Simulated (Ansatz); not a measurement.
Two G0W0 runs on PtSe2 (1T monolayer).

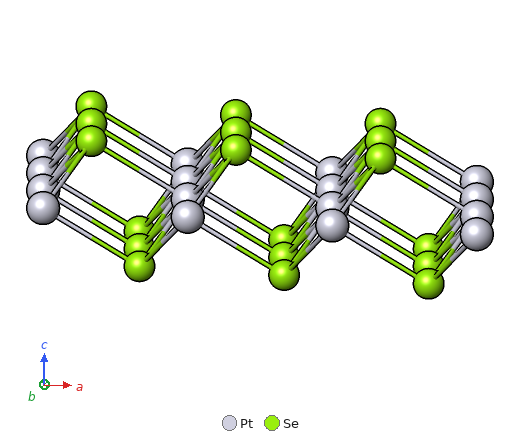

The structure (platinum light grey, selenium green). 3×3×1 cells are drawn. Some periodic images of atoms are drawn too.

The cell holds 3 atoms: 1 Pt and 2 Se. Cell: a = 3.675 Å, b = 3.675 Å, c = 28.400 Å, α = 90.0°, β = 90.0°, γ = 120.0°. Vacuum lies along c.

```xyz
3
Lattice="3.6755 0.0000 0.0000 -1.8377 3.1831 0.0000 0.0000 0.0000 28.4000" Properties=species:S:1:pos:R:3
Pt    0.0000    0.0000   14.2000
Se    0.0000    2.1220   15.4884
Se    1.8377    1.0610   12.9116
```

The structure was relaxed with LDA. The runs that relaxed it are not among those shown. Spin-orbit coupling is left out unless a run names it. PAW set soft_2, made with PBE.

The first (Ansatz 0.2.0; start LDA, 6×6×1 mesh, 441 empty bands, screening to 70 eV; 1 × NVIDIA H100 80GB HBM3 (shared by 6 runs) with 3 threads of AMD EPYC 7R13 (Zen 3), shared host) gave, on its mesh: starting gap 1.68 eV, G0W0 gap 2.52 eV, mean of 1 + 4πα/V (set by the cell height) 3.29, 29 s.

The second gave: starting gap 1.68 eV, G0W0 gap 2.42 eV, mean of 1 + 4πα/V (set by the cell height) 3.35, 31 s.

Q: What was changed in the input? Choose among start, files, mesh, bands and cutoff, frequency model or another key.

Changed: empty bands from 441 to 176 and screening cutoff (eV) from 70.0 to 38. The starting gap stayed, which rules out the functional and points to the GW step. Other changes could give like numbers; this is the one that was made.

Limits: not at the basis limit; coarse mesh for a sheet; no spin polarisation; d states lean on the start; no spin-orbit coupling.

[Paths, hosts, dates, memory and timing lines, banners, echoed tables and standing remarks are left out of the program output.]

[Logs are printed without paths, hosts, clocks, repeated set-up lines and the standing remarks that a program may print on its own settings, such as how far it seeks lower states.]

[Runs of the session that timed out or met a known fault of the program may be left out.]

[Cells called generated may have been cut or substituted from an entry of the Crystallography Open Database or the Materials Project.]

[Hosts, paths, dates, database ids (printed as entryN), source tags and the programs' standing remarks are cut or masked in the printed files.]
